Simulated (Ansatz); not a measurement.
# quartet BSiH4 at 6 levels

Aim: a comparison of 6 runs (U-r2SCAN/STO-3G, U-revPBE/STO-3G, UCAM-B3LYP/STO-3G, UMP2/STO-3G, UCCSDTQ/STO-3G, UCCSD/STO-3G) of quartet BSiH4. 

Program for the calculation: Ansatz 0.2.0.

43 further runs of the same task are left out: 43 set aside as unsound or not needed.

### 1 The molecule

The species is BSiH4 (6 atoms), meant as a quartet with charge 0. As SMILES of the parent species, `B[SiH2]`. Geometry: relaxed at GFN2-xTB. That shape belongs to the parent species and isn't relaxed for this state.

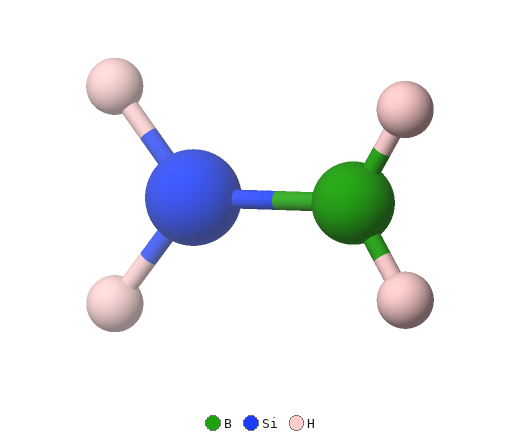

Viewed from a chosen angle; boron green, silicon blue, hydrogen pink.

### 2 A single-point energy at U-r2SCAN/STO-3G (run 1)

Contents of in.yaml:

```yaml
crystal:
  periodic: [false, false, false]
  atoms:
    - {symbol: B, position_ang: [-0.003690, -1.037180, 0.114670]}
    - {symbol: Si, position_ang: [0.004430, 0.829590, -0.091960]}
    - {symbol: H, position_ang: [-0.730970, -1.564260, 0.876300]}
    - {symbol: H, position_ang: [0.717450, -1.725110, -0.512520]}
    - {symbol: H, position_ang: [0.828120, 1.658960, -0.988060]}
    - {symbol: H, position_ang: [-0.815330, 1.838000, 0.601560]}
basis:
  gaussian:
    orbitals: STO-3G
hamiltonian:
  xc: r2scan
magnetization:
  spin_polarized: true
  initial_magnetization: 3
accuracy: high
```

The run is started by

```bash
ansatz run in.yaml --threads 1 --pin off --max-ram 2610MiB --events-out events.jsonl --progress --plain --runs-dir runs
```

What it wrote:

```text
Warning: RAYON_NUM_THREADS=1 ignored (pool sized by the plan → 1); use --threads N
Functional definition: r2SCAN
  name "r2SCAN"
  parameter k0 = 0.174
  parameter k1 = 0.065
  parameter a1 = 4.9479
  exchange = r2scan_x(k0 = k0, k1 = k1, a1 = a1)
  correlation = r2scan_c
310 factors; integrals over basis functions are off by at most 2.6e-8 eV
mean field evaluation 1: about -8507.9616 eV, gradient 8.7e0 eV
mean field evaluation 2: about -8508.2638 eV, gradient 6.5e0 eV
mean field evaluation 4: about -8508.7101 eV, gradient 3.2e-1 eV
mean field evaluation 8: about -8508.6585 eV, gradient 2.1e-2 eV
mean field evaluation 16: about -8508.6585 eV, gradient 6.2e-6 eV
mean field evaluation 32: about -8508.3502 eV, gradient 1.6e0 eV
mean field -8508.65851241 eV, -312.6874329552 hartree, gradient 5.5e-8 eV, S^2 3.758255; 3 other end points of the search recorded, 0 dependent functions left out
reference -8508.65851336 eV, -312.6874329899 hartree; 13, 10 occupied and 5, 8 virtual orbitals, 310 factors
Total energy: -8508.65851336 eV, -312.6874329899 hartree
```

It took 7.5 s on 1 thread of Intel Xeon Platinum 8259CL at 2.50GHz (Skylake/Cascade Lake), shared host; peak memory 0.24 GiB.

### 3 The energy at U-revPBE/STO-3G (run 2)

Contents of molecule.yaml:

```yaml
crystal:
  periodic: [false, false, false]
  atoms:
    - {symbol: B, position_ang: [-0.003690, -1.037180, 0.114670]}
    - {symbol: Si, position_ang: [0.004430, 0.829590, -0.091960]}
    - {symbol: H, position_ang: [-0.730970, -1.564260, 0.876300]}
    - {symbol: H, position_ang: [0.717450, -1.725110, -0.512520]}
    - {symbol: H, position_ang: [0.828120, 1.658960, -0.988060]}
    - {symbol: H, position_ang: [-0.815330, 1.838000, 0.601560]}
basis:
  gaussian: {orbitals: STO-3G}
total_charge: 0
magnetization: {spin_polarized: true, initial_magnetization: 3}
hamiltonian: {xc: {name: revPBE}}
accuracy: high
```

The run is started by

```bash
ansatz run molecule.yaml --threads 1 --pin off --max-ram 2610MiB --events-out events.jsonl --progress --plain --runs-dir runs
```

What it wrote:

```text
Warning: RAYON_NUM_THREADS=1 ignored (pool sized by the plan → 1); use --threads N
Functional definition: revPBE
  name "revPBE"
  parameter kappa = 1.245
  parameter beta = 0.06672455060314922
  exchange = pbe_x(kappa = kappa, mu = beta*pi^2/3)
  correlation = pbe_c(beta = beta)
310 factors; integrals over basis functions are off by at most 2.6e-8 eV
mean field evaluation 1: about -8507.2118 eV, gradient 9.2e0 eV
mean field evaluation 2: about -8505.7192 eV, gradient 1.1e1 eV
mean field evaluation 4: about -8508.0244 eV, gradient 9.4e-1 eV
mean field evaluation 8: about -8507.9786 eV, gradient 8.6e-2 eV
mean field evaluation 16: about -8507.9787 eV, gradient 3.4e-6 eV
mean field evaluation 32: about -8507.6639 eV, gradient 1.6e0 eV
mean field -8507.97872767 eV, -312.6624513266 hartree, gradient 5.7e-8 eV, S^2 3.755033; 3 other end points of the search recorded, 0 dependent functions left out
reference -8507.97873010 eV, -312.6624514161 hartree; 13, 10 occupied and 5, 8 virtual orbitals, 310 factors
Total energy: -8507.97873010 eV, -312.6624514161 hartree
```

Wall time 3.9 s (1 thread of Intel Xeon Platinum 8259CL at 2.50GHz (Skylake/Cascade Lake), shared host); peak memory 0.15 GiB.

### 4 The energy at UCAM-B3LYP/STO-3G (run 3)

Edit molecule.yaml of step 3 so:

```diff
@@ -11,5 +11,4 @@
   gaussian: {orbitals: STO-3G}
-total_charge: 0
+accuracy: high
 magnetization: {spin_polarized: true, initial_magnetization: 3}
-hamiltonian: {xc: {name: revPBE}}
-accuracy: high
+hamiltonian: {xc: {name: CAM-B3LYP}}
```

The run is started by

```bash
ansatz run molecule.yaml --threads 1 --pin off --max-ram 2610MiB --events-out events.jsonl --progress --plain --runs-dir runs
```

What it wrote:

```text
Warning: RAYON_NUM_THREADS=1 ignored (pool sized by the plan → 1); use --threads N
Functional definition: CAM-B3LYP
  name "CAM-B3LYP"
  parameter alpha = 0.19
  parameter beta = 0.46
  parameter omega = 0.33/bohr
  parameter ac = 0.81
  exchange = (1 - alpha - beta)*b88_x + beta*b88_x_sr(omega) + alpha*exact_x + beta*exact_x_lr(omega)
  correlation = (1 - ac)*vwn5_c + ac*lyp_c
310 factors; integrals over basis functions are off by at most 2.6e-8 eV
158 factors; integrals over basis functions are off by at most 8.3e-10 eV
mean field evaluation 1: about -8507.8247 eV, gradient 7.2e0 eV
mean field evaluation 2: about -8508.3340 eV, gradient 1.9e0 eV
mean field evaluation 4: about -8508.3752 eV, gradient 1.9e-1 eV
mean field evaluation 8: about -8508.3338 eV, gradient 4.3e-3 eV
mean field evaluation 16: about -8508.3338 eV, gradient 9.2e-6 eV
mean field -8508.33377197 eV, -312.6754989642 hartree, gradient 4.2e-8 eV, S^2 3.752306; 2 other end points of the search recorded, 0 dependent functions left out
reference -8508.33378550 eV, -312.6754994615 hartree; 13, 10 occupied and 5, 8 virtual orbitals, 310 factors
Total energy: -8508.33378550 eV, -312.6754994615 hartree
```

It took 5.1 s on 1 thread of Intel Xeon Platinum 8259CL at 2.50GHz (Skylake/Cascade Lake), shared host; peak memory 0.15 GiB.

Runs 4 to 5 aren't shown in full; the table further down has their settings and results.

### 5 The energy at UCCSD/STO-3G (run 6)

Contents of run.yaml:

```yaml
crystal:
  periodic: [false, false, false]
  atoms:
    - {symbol: B, position_ang: [-0.003690, -1.037180, 0.114670]}
    - {symbol: Si, position_ang: [0.004430, 0.829590, -0.091960]}
    - {symbol: H, position_ang: [-0.730970, -1.564260, 0.876300]}
    - {symbol: H, position_ang: [0.717450, -1.725110, -0.512520]}
    - {symbol: H, position_ang: [0.828120, 1.658960, -0.988060]}
    - {symbol: H, position_ang: [-0.815330, 1.838000, 0.601560]}
basis:
  gaussian: {orbitals: STO-3G}
correlation: {method: ccsd, frozen_orbitals: {B: 1, H: 0, Si: 5}}
accuracy: high
magnetization: {spin_polarized: true, initial_magnetization: 3}
scf: {omitted_lower_state_checks: [cluster_reference, increment]}
```

The run is started by

```bash
ansatz run run.yaml --threads 1 --pin off --max-ram 2610MiB --events-out events.jsonl --progress --plain --runs-dir runs
```

What it wrote, cut to the lines that bear on the results:

```text
Warning: RAYON_NUM_THREADS=1 ignored (pool sized by the plan → 1); use --threads N
Functional definition: HF
  name "HF"
[...]
310 factors; integrals over basis functions are off by at most 2.6e-8 eV
[...]
mean field -8489.19775177 eV, -311.9722631928 hartree, gradient 8.6e-8 eV, S^2 3.763834; 2 other end points of the search recorded, 0 dependent functions left out
6 core orbitals not correlated: weight in the atoms' cores, before any rotation towards them, 0.999 or more for the frozen orbitals, at most 0.000 for the correlated occupied ones
reference -8489.19775177 eV, -311.9722631928 hartree; 7, 4 occupied and 5, 8 virtual orbitals, 310 factors
second order -1.51698220 eV of doubles, -0.00000000 eV of singles
cycle   1  -2.03742869 eV  change   -5.2e-1 eV  update   6.5e-2
[...]
cycle  26  -2.40565331 eV  change   3.7e-10 eV  update   1.3e-9
Total energy: -8491.60340509 eV, -312.0606693215 hartree
Checks for a lower state left out: cluster_reference, increment
```

Run time: 0.36 s. Hardware: 1 thread of Intel Xeon Platinum 8259CL at 2.50GHz (Skylake/Cascade Lake), shared host.

### 6 Overview of the runs

| run | level | frozen core orbitals | energy (Eh) | ⟨S²⟩ | wall time |
| --- | --- | --- | --- | --- | --- |
| 1 | U-r2SCAN/STO-3G | – | -312.687433 | 3.758 | 7.5 s |
| 2 | U-revPBE/STO-3G | – | -312.662451 | 3.755 | 3.9 s |
| 3 | UCAM-B3LYP/STO-3G | – | -312.675499 | 3.752 | 5.1 s |
| 4 | UMP2/STO-3G | 6 | -312.028011 | 3.764 | 0.22 s |
| 5 | UCCSDTQ/STO-3G | 6 | -312.061794 | 3.764 | 61 s |
| 6 | UCCSD/STO-3G | 6 | -312.060669 | 3.764 | 0.36 s |

### 7 Results

| quantity | value |
| --- | --- |
| run 6: total energy | -312.06067 Eh |
| run 6: correlation energy (6 core orbitals frozen) | -88.4 mEh |
| run 6: ⟨S²⟩ of the reference determinant | 3.764 |
| run 6: T1 diagnostic | 0.011 |

What this shows: Totals of different functionals can't be ranked against each other. In runs 1, 2, 3, 4, 5, 6 the basis is minimal, so the values are rough. All runs together took 78 s, the longest 61 s.
